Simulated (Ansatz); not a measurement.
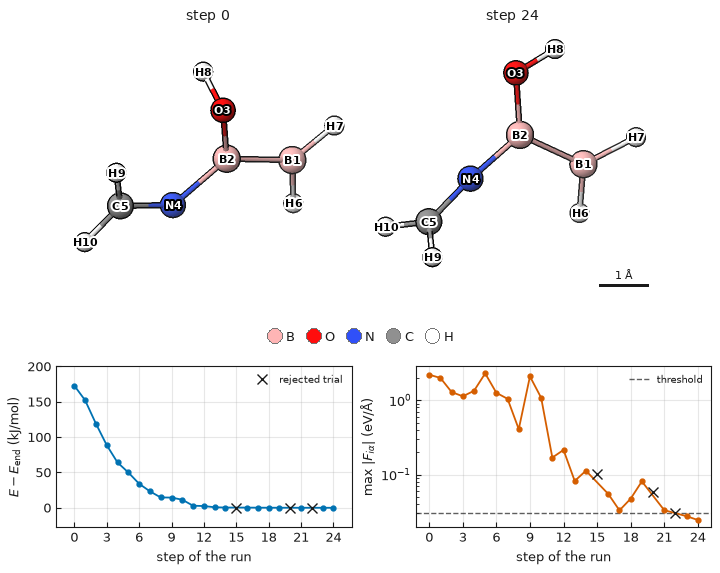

First and last geometry of a relaxation of CH₅B₂NO (coarse preliminary run), with the history of the run. A ball-and-stick model, seen at a tilt.

The start comes from a force field.

The calculation used RKS PBE-D4/def2-SVP in Ansatz. (force threshold 0.03 eV/Å; at most 200 steps)

Question: Did the run converge, and what did it change?

Answer: It converged. Over 21 accepted moves (24 points after the start) the energy falls by 172.9 kJ/mol. The largest force component goes from 2.2 to 0.025 eV/Å. The line search rejected the trial steps at points 15, 20, 22 of the run. The atom that moves furthest after the best rigid fit is H9 (1.77 Å). Largest moves by element: H 1.77 Å, O 0.90 Å, N 0.74 Å, B 0.55 Å, C 0.34 Å. Some distances before and after: B1–H7 1.137 → 1.226 Å, B2–N4 1.475 → 1.392 Å, C5–H9 1.063 → 1.117 Å, B2–O3 1.440 → 1.390 Å. Among the angles between lasting bonds that change: B2–N4–C5 127.8° → 175.1°, B1–B2–N4 124.0° → 115.6°, B2–B1–H6 115.3° → 122.7°. Groups turn about B2–O3 by about 90°. The run took 27 s on 2 threads of AMD EPYC 9B14, with other jobs on the host.
